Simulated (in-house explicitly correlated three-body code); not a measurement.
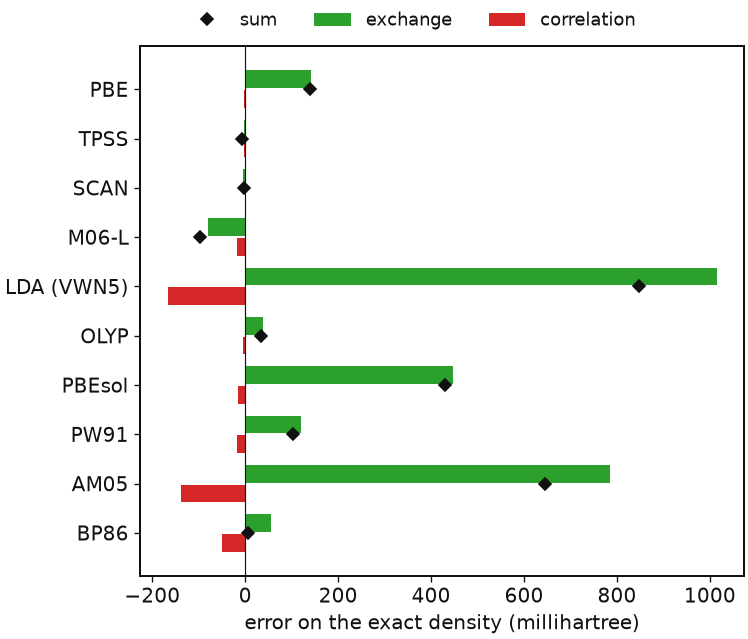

Two electrons around a point charge Z = 11.8. Computed variationally in 260 exponentially correlated functions with an in-house code, non-relativistic, converged to about 10⁻⁸ of the energy. The exact exchange and correlation energies are −7153 and −45.83 millihartree. The plot shows the errors of AM05, BP86, LDA (VWN5), M06-L, OLYP, PBE, PBEsol, PW91, SCAN and TPSS, evaluated on the exact density.

Question: Rank the functionals.

Answer: By the size of the summed error (millihartree): SCAN −2.5, BP86 +5.9, TPSS −6.7, OLYP +34, M06-L −98, PW91 +103, PBE +140, PBEsol +431, AM05 +646, LDA (VWN5) +847. Errors of exchange and correlation cancel by a quarter or more for SCAN (−4.0 and +1.5) and BP86 (+55 and −49).
